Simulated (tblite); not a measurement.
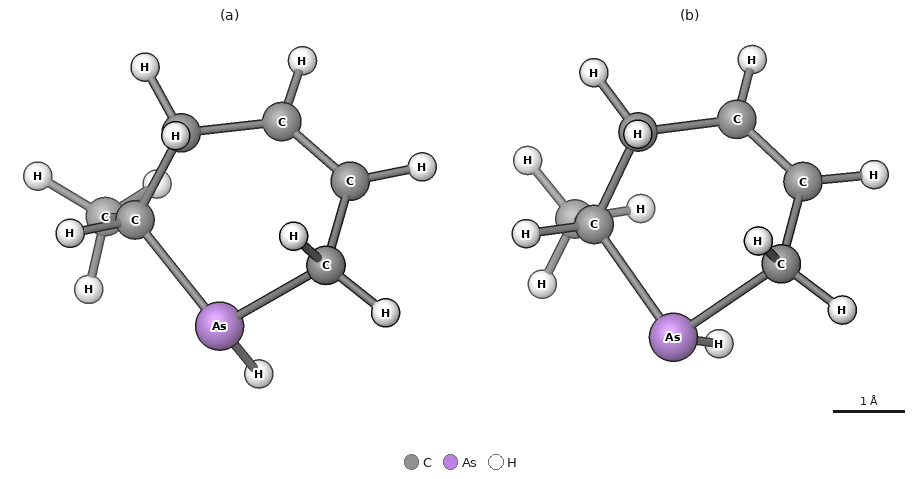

The structure of C6H11As before (left) and after (right) a relaxation, at one scale.

Style: ball-and-stick. Shown from a free direction.

These are results of GFN2-xTB geometry optimisation, gas phase (tblite), not measurements. 

**What changed between the two?**

The largest move after the best rigid fit is that of an H atom, 0.51 Å. By element the largest moves are H 0.51 Å, As 0.22 Å, C 0.15 Å. Among the contacts that change: As–H 1.588 → 1.511 Å, C–C 1.483 → 1.541 Å, C–H 1.137 → 1.098 Å, As–C 1.967 → 2.005 Å. Bond angles that change, for instance: C–As–H 111.5° → 94.9°, C–As–H 109.2° → 92.8°, H–C–H 115.8° → 107.9°. The energy falls by 20.2 kcal/mol in 78 geometry steps.
